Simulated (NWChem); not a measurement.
**CH3O (SMILES C[O]): UB3LYP/aug-pcseg-0**

Aim: the electronic atomisation energy of CH3O at UB3LYP/aug-pcseg-0, from 4 runs. 

Program for the calculation: NWChem 7.3.0.

### 1 The system as given

CH3O has 5 atoms, charge 0, and is taken as a doublet. As SMILES, `C[O]`. The coordinates come from a PBE0-D4/def2-TZVP relaxation.

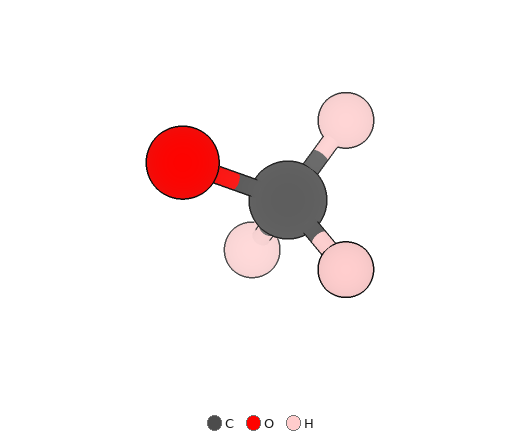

Viewed from a chosen angle; carbon dark grey, oxygen red, hydrogen pink.

### 2 A single-point energy at UB3LYP/aug-pcseg-0 (run 1)

ch3o.nw reads:

```
start ch3o
memory total 2200 mb
charge 0

geometry units angstroms noautosym nocenter noautoz
 C    -0.000300    0.051900    0.013800
 O     0.981100   -0.843300   -0.254000
 H    -0.948700   -0.508200   -0.108100
 H    -0.041600    0.884500   -0.703800
 H     0.009500    0.415200    1.052100
end

basis spherical bse
 * library aug-pcseg-0
end

dft
 xc b3lyp
 mult 2
 grid fine
 convergence energy 1e-08
 maxiter 100
 mulliken
 noprint "final vectors analysis"
end

task dft energy
```

On the command line:

```bash
$ nwchem ch3o.nw > ch3o.out
```

Output:

```text
[...]
          Wavefunction type:  spin polarized.
          No. of atoms     :     5
          No. of electrons :    17
[...]
          Charge           :     0
          Spin multiplicity:     2
[...]
          AO basis - number of functions:    35
[...]
              XC Information
              --------------
                         B3LYP Method XC Potential
                     Hartree-Fock (Exact) Exchange  0.200
                        Slater Exchange Functional  0.800 local
                    Becke 1988 Exchange Functional  0.720 non-local
              Lee-Yang-Parr Correlation Functional  0.810
                  VWN I RPA Correlation Functional  0.190 local
[...]
 d= 0,ls=0.0,diis     1   -114.6658014711 -1.49D+02  1.92D-02  9.68D-02     0.4
[...]
 d= 0,ls=0.0,diis     9   -114.7500713786 -5.68D-09  9.47D-07  3.08D-10     2.7
[...]
         Total DFT energy =     -114.750071378648
      One electron energy =     -223.793670270437
           Coulomb energy =       89.495374017561
    Exchange-Corr. energy =      -14.995205506231
 Nuclear repulsion energy =       34.543430380458
[...]
      Total Density - Mulliken Population Analysis
     ---------------------------------------------
    Atom       Charge   Shell Charges
 -----------   ------   -------------------------------------------------------
    1 C    6     6.44   1.98  0.84  0.50  0.05  1.51  1.53  0.04
    2 O    8     8.32   1.98  1.04  0.94  0.04  1.98  2.29  0.05
    3 H    1     0.73   0.57  0.15  0.01
    4 H    1     0.76   0.59  0.16  0.00
    5 H    1     0.76   0.59  0.16  0.00
[...]
      <S2> =      0.7528 (Exact =     0.7500)
[...]
```

Wall time 3.3 s (1 thread of Intel Xeon Platinum 8559C (Emerald Rapids), shared host); peak memory 0.11 GiB.

### 3 The C atom (run 2)

c.xyz reads:

```xyz
1
C
C      0.000000     0.000000     0.000000
```

c.nw reads:

```
start c
title "C"
memory total 2200 mb

geometry units angstrom noautosym nocenter noautoz
load c.xyz
end

basis "ao basis" spherical bse
C library aug-pcseg-0
end

dft
xc b3lyp
mult 3
grid fine
convergence energy 1e-08
iterations 100
mulliken
print low
end

task dft
```

Run the same way, it converges to -37.76644 Eh (log not shown).

Run 3 isn't shown in full; the table further down has it.

### 4 The O atom, same level (run 4)

run.nw reads:

```
start run
title "O"
memory total 2200 mb
geometry noautosym nocenter noautoz
 O      0.000000     0.000000     0.000000
end
basis spherical bse
 O library aug-pcseg-0
end
dft
 xc b3lyp
 mult 3
 grid fine
 convergence energy 1e-08
 maxiter 100
 mulliken
 noprint "final vectors analysis"
end
task dft energy
```

Run the same way, it converges to -74.88398 Eh (log not shown).

### 5 All runs side by side

```
run  partner  energy (Eh)   ⟨S²⟩  wall time
  1     base  -114.750071  0.753      3.3 s
  2    atoms   -37.766443  2.002     0.62 s
  3    atoms    -0.499201  0.750     0.56 s
  4    atoms   -74.883975  2.003     0.68 s
```

### 6 Results

Level: UB3LYP/aug-pcseg-0.

```
                     quantity         value
         O atom: total energy  -74.88398 Eh
                 O atom: ⟨S²⟩         2.003
electronic atomisation energy     16.383 eV
```

What this shows: Taking the molecule apart into free atoms costs 16.38 eV (1581 kJ/mol), before zero-point energy and without spin-orbit coupling. The basis has no polarisation functions, which makes bonds too weak. All runs together took 5.2 s, the longest 3.3 s.
